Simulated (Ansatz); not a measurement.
# CH7NO2Si: one species, many methods

Aim: compute CH7NO2Si with functionals from several rungs and with coupled cluster, and see how far each lands from CCSD(T) at the basis-set limit for the atomisation energy.

Computed with Ansatz 0.2.0, Gaussian basis. Level: functionals in def2-TZVPP, the program's frozen cores in correlated methods.

The runs, in order: PBE-D4, r2SCAN-D4, PBE0-D4, B3LYP-D4, ωB97X-V, ωB97M-V, B2PLYP; CCSD(T)/def2-TZVPP; MP2/def2-QZVPP; extrapolation to the limit.

### 1 The relaxed structure

All runs share one geometry, relaxed beforehand with PBE0-D4 in a triple-zeta def2 set.

SMILES `OCN[SiH2]O`, 12 atoms, charge 0, spin multiplicity 1.

Atoms are counted from 1 here; the program's logs count them from 0.

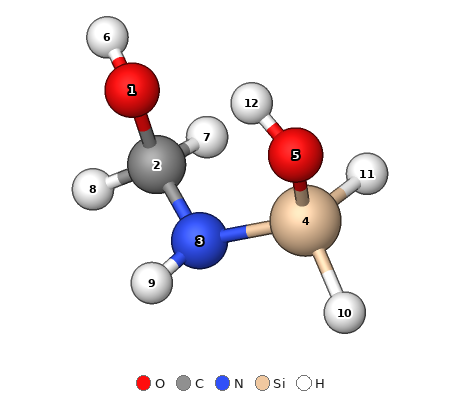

The geometry (oxygen red, carbon grey, nitrogen blue, silicon light orange, hydrogen white); atoms are numbered from 1 in the order of the file.

### 2 PBE-D4 (GGA)

in.yaml

```yaml
crystal:
  periodic: [false, false, false]
  atoms:
    - {symbol: O, position_ang: [-1.678684, 0.084053, -0.240875]}
    - {symbol: C, position_ang: [-0.806163, -1.025165, 0.004981]}
    - {symbol: N, position_ang: [0.334809, -0.589502, 0.726764]}
    - {symbol: Si, position_ang: [1.394786, 0.563325, -0.005203]}
    - {symbol: O, position_ang: [0.773647, 2.082261, -0.111059]}
    - {symbol: H, position_ang: [-2.412751, -0.213479, -0.786843]}
    - {symbol: H, position_ang: [-0.482097, -1.449773, -0.953465]}
    - {symbol: H, position_ang: [-1.338991, -1.799600, 0.568911]}
    - {symbol: H, position_ang: [0.156228, -0.487570, 1.715549]}
    - {symbol: H, position_ang: [2.619006, 0.681564, 0.817102]}
    - {symbol: H, position_ang: [1.676168, 0.006183, -1.354788]}
    - {symbol: H, position_ang: [-0.158859, 2.092705, -0.346974]}
basis:
  gaussian: {orbitals: def2-TZVPP}
hamiltonian: {xc: pbe, dispersion: d4}
output: {forces: true, orbitals: {seedname: orbitals}}
```

Launch:

```console
$ ansatz run in.yaml --threads 4 --pin off --events-out ev --progress --plain --max-ram 10444MiB
```

After this run come: r2SCAN-D4 (meta-GGA); PBE0-D4 (hybrid); B3LYP-D4 (hybrid); ωB97X-V (range-separated); ωB97M-V (range-separated); B2PLYP (double hybrid); CCSD(T) in def2-TZVPP; MP2 in def2-QZVPP.

Q: Predict the results of all the runs planned. Wanted: atomisation energy, CCSD(T)/CBS; farthest; mean size of error, hybrid; mean size of error, range-separated; gap, smallest and largest; T1 diagnostic; triples share of the correlation energy.

The runs gave:

| quantity | value |
| --- | --- |
| atomisation energy, CCSD(T)/CBS | 4411.9 kJ/mol |
| functionals within 22.1 kJ/mol (0.5 %) | B3LYP-D4, ωB97X-V, ωB97M-V |
| farthest | B2PLYP (-63.4 kJ/mol) |
| mean size of error, hybrid | 30.4 kJ/mol |
| mean size of error, range-separated | 3.1 kJ/mol |
| gap, smallest and largest | 6.14 eV (PBE-D4), 12.78 eV (ωB97X-V) |
| T1 diagnostic | 0.0112 |
| triples share of the correlation energy | 3.5 % |

PBE-D4 is off by +53.8 kJ/mol. Double hybrids carry the basis error of their MP2 part in triple zeta, and no dispersion term here, so their miss is partly the set-up's. Misses under about 22.1 kJ/mol are within the doubt on the reference itself, which lacks core-valence correlation, relativity and higher excitations. Hartree-Fock recovers 69 % of the binding; the rest is correlation. Orbital gaps span 6.1 to 12.8 eV; exact exchange widens them.
